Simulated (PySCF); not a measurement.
C4H10GeOSi (SMILES C=[C]1[SiH2][C@H](OC)[GeH2]1)

```xyz
17

C    -3.1967    0.0378    0.3345
C    -1.8754    0.1158    0.3152
Si   -0.6900    1.5895    0.1039
C     0.7695    0.4152    0.5782
O     1.8020    0.4313   -0.3834
C     2.8468   -0.4419   -0.0687
Ge   -0.4333   -1.2232    0.5583
H    -3.7175   -0.8964    0.4920
H    -3.8271    0.9054    0.1933
H    -0.8919    2.6816    1.0609
H    -0.5574    2.0701   -1.2676
H     1.1863    0.6282    1.5732
H     3.5645   -0.3976   -0.8859
H     2.4718   -1.4723    0.0400
H     3.3377   -0.1542    0.8702
H    -0.2588   -2.1302   -0.6402
H    -0.5378   -2.1469    1.7656
```

Geometry: GFN2-xTB.

Theory: PySCF 2.14.0, PBE0/def2-SVPD, SCF density, gas phase.

**What can the converged electron density and electron localisation function tell about the bonding?**

C–C (1.32 Å): ρ is about 2.3 e/Å³ halfway; the ELF peaks at about 0.95 between the atoms; a short, multiple covalent bond.
C–Si (1.90 Å): ρ is about 0.91 e/Å³ halfway; the ELF peaks at about 0.95 between the atoms; localised, covalent bonding.
C–Ge (1.98 Å): ρ is about 0.83 e/Å³ halfway; the ELF peaks at about 0.90 in the valence shell of C, 0.7 Å from its nucleus, and is about 0.70 at the midpoint.
C–H (1.08 Å): ρ at the midpoint is about 2 e/Å³; the ELF climbs to about 1 towards the hydrogen, as it does in any bond to H; a covalent bond by its length.

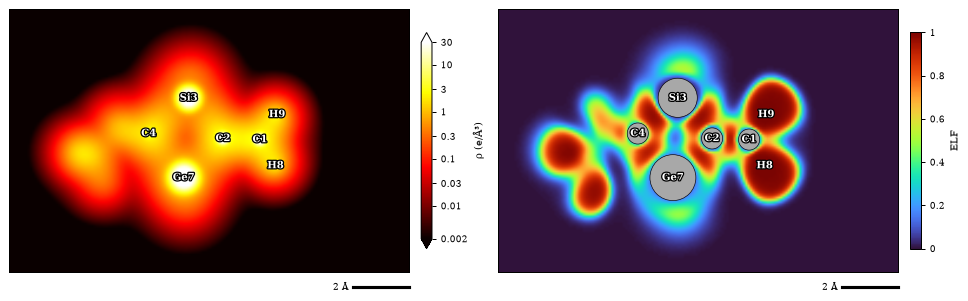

Computed electron density and electron localisation function on the plane of atoms Si3, C2 and Ge7, in this order. Grey discs cover the atomic cores in the ELF map. 
